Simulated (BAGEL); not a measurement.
**AlHF (SMILES [F][AlH]): UHF/6-31G(d) (density fitting with qzvpp-jkfit, spherical functions)**

Aim: the energy change on altering one bond length of AlHF at UHF/6-31G* (density fitting with qzvpp-jkfit, spherical functions), from 2 runs. 

The results are computed with BAGEL 1.2.2.

2 further runs of the same task are left out: 2 set aside as unsound or not needed.

## 1. The structure to begin with

The species is AlHF (3 atoms), meant as a doublet with charge 0. As SMILES, `[F][AlH]`. The shape is that of a PBE0-D4/def2-TZVP optimisation.

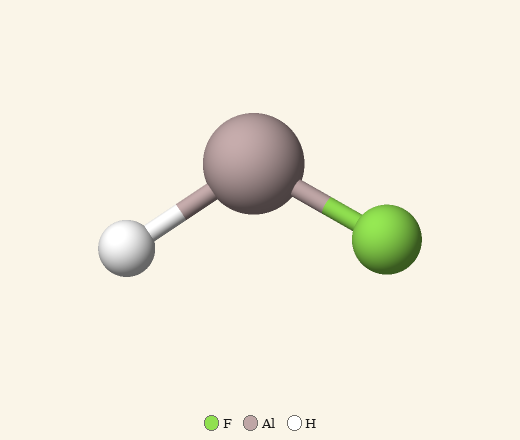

The structure, seen from a chosen angle (fluorine green, aluminium light grey, hydrogen white).

## 2. The energy at UHF/6-31G(d) (density fitting with qzvpp-jkfit, spherical functions)

The input, hf.json:

```json
{ "bagel": [

{
  "title": "molecule",
  "basis": "6-31gs.json",
  "df_basis": "qzvpp-jkfit",
  "angstrom": true,
  "geometry": [
    { "atom": "F", "xyz": [       0.907100,       0.893200,       0.585600 ] },
    { "atom": "Al", "xyz": [      -0.432500,       0.318000,      -0.199500 ] },
    { "atom": "H", "xyz": [      -0.485400,      -1.276100,      -0.399300 ] }
  ]
},

{
  "title": "uhf",
  "nopen": 1
},

{
  "title": "print",
  "file": "orbitals.molden",
  "orbitals": true
}

]}
```

The basis set 6-31G* is read from a file made from the Basis Set Exchange's data (not shown).

Run with:

```console
$ BAGEL_NUM_THREADS=1 BAGEL hf.json > hf.out
```

What it wrote:

```text
* using 1 threads per process

  ===============================================================
  ===============================================================

  *** Geometry ***

  { "atom" : "F", "xyz" : [      1.714171,      1.687903,      1.106624 ] },
  { "atom" : "Al", "xyz" : [     -0.817307,      0.600933,     -0.377000 ] },
  { "atom" : "H", "xyz" : [     -0.917273,     -2.411480,     -0.754568 ] },

  Number of auxiliary basis functions:      223

  Since a DF basis is specified, we compute 2- and 3-index integrals:
    o Being stored without compression. Storage requirement is 0.002 GB

  Number of basis functions:       34
  Number of electrons      :       23

    * METHOD: MOLECULE                             0.03

  *** Open-shell HF ***

  === Nuclear Repulsion ===
    43.3969464936

      * DIIS with orbital gradients will be used.

  === UHF iteration (6-31gs.json) ===
      0       -341.79297346          0.07450711           0.00
      1       -341.88597656          0.05421120           0.00
      2       -341.92599716          0.03411264           0.00
      3       -341.95185037          0.00197436           0.00
      4       -341.95262193          0.00070773           0.00
      5       -341.95276552          0.00020858           0.00
      6       -341.95279346          0.00006726           0.01
      7       -341.95279928          0.00002789           0.01
      8       -341.95280025          0.00000694           0.00
      9       -341.95280027          0.00000259           0.00
     10       -341.95280028          0.00000058           0.00
     11       -341.95280028          0.00000015           0.00
     12       -341.95280028          0.00000006           0.00
     13       -341.95280028          0.00000002           0.00
     14       -341.95280028          0.00000001           0.00
    * SCF iteration converged.

    * S^2 (UHF) is 0.7569

    * Permanent dipole moment:
           (    0.656100,     0.001032,     0.354370) a.u.

    * METHOD: UHF                                  0.10

    * METHOD: PRINT                                0.00

  ===============================================================
```

Wall time 0.48 s (1 thread of Intel Xeon 6975P-C (Granite Rapids), shared host); peak memory 0.14 GiB.

## 3. The distorted shape at the same level

The input, input.json:

```json
{ "bagel" : [

{
  "title" : "molecule",
  "basis" : "6-31gs.json",
  "df_basis" : "qzvpp-jkfit",
  "angstrom" : true,
  "geometry" : [
    { "atom" : "F", "xyz" : [       0.922971,       1.371454,       0.645543 ] },
    { "atom" : "Al", "xyz" : [      -0.416629,       0.796254,      -0.139557 ] },
    { "atom" : "H", "xyz" : [      -0.485400,      -1.276100,      -0.399300 ] }
  ]
},

{
  "title" : "uhf",
  "nopen" : 1
},

{
  "title" : "print",
  "file" : "orbitals.molden",
  "orbitals" : true
}

]}
```

The basis set 6-31G* is read from a file made from the Basis Set Exchange's data (not shown).

Run with:

```console
$ BAGEL_NUM_THREADS=1 BAGEL input.json > input.out
```

What it wrote:

```text
* using 1 threads per process

  ===============================================================
  ===============================================================

  *** Geometry ***

  { "atom" : "F", "xyz" : [      1.744162,      2.591672,      1.219899 ] },
  { "atom" : "Al", "xyz" : [     -0.787315,      1.504702,     -0.263725 ] },
  { "atom" : "H", "xyz" : [     -0.917273,     -2.411480,     -0.754568 ] },

  Number of auxiliary basis functions:      223

  Since a DF basis is specified, we compute 2- and 3-index integrals:
    o Being stored without compression. Storage requirement is 0.002 GB

  Number of basis functions:       34
  Number of electrons      :       23

    * METHOD: MOLECULE                             0.03

  *** Open-shell HF ***

  === Nuclear Repulsion ===
    42.1831401667

      * DIIS with orbital gradients will be used.

  === UHF iteration (6-31gs.json) ===
      0       -341.76292444          0.07445217           0.00
      1       -341.85355138          0.05550185           0.00
      2       -341.89525002          0.03528184           0.00
      3       -341.92315477          0.00141603           0.00
      4       -341.92423526          0.00047397           0.00
      5       -341.92446882          0.00015317           0.00
      6       -341.92449905          0.00002273           0.00
      7       -341.92450002          0.00000855           0.00
      8       -341.92450020          0.00000617           0.00
      9       -341.92450026          0.00000460           0.00
     10       -341.92450030          0.00000169           0.00
     11       -341.92450031          0.00000071           0.00
     12       -341.92450031          0.00000034           0.00
     13       -341.92450031          0.00000014           0.00
     14       -341.92450031          0.00000004           0.00
     15       -341.92450031          0.00000002           0.00
     16       -341.92450031          0.00000001           0.00
    * SCF iteration converged.

    * S^2 (UHF) is 0.8333

    * Permanent dipole moment:
           (    0.570789,    -0.246267,     0.281742) a.u.

    * METHOD: UHF                                  0.10

    * METHOD: PRINT                                0.00

  ===============================================================
```

Run time: 0.44 s. Hardware: 1 thread of Intel Xeon 6975P-C (Granite Rapids), shared host; peak memory 0.14 GiB.

## 4. What came out

At UHF/6-31G* (density fitting with qzvpp-jkfit, spherical functions):

| quantity | value |
| --- | --- |
| first shape: total energy | -341.95280 Eh |
| first shape: dipole moment | 1.90 D |
| first shape: ⟨S²⟩ | 0.757 |
| distorted shape: total energy | -341.92450 Eh |
| distorted shape: dipole moment | 1.73 D |
| distorted shape: ⟨S²⟩ | 0.833 |
| energy change with the Al2–H3 bond stretched from 1.607 to 2.090 Å | 0.770 eV |

In words: With the Al2–H3 bond stretched from 1.607 to 2.090 Å the energy rises by 0.77 eV (74.3 kJ/mol). The first shape isn't relaxed at this level, so the change isn't measured from a minimum.
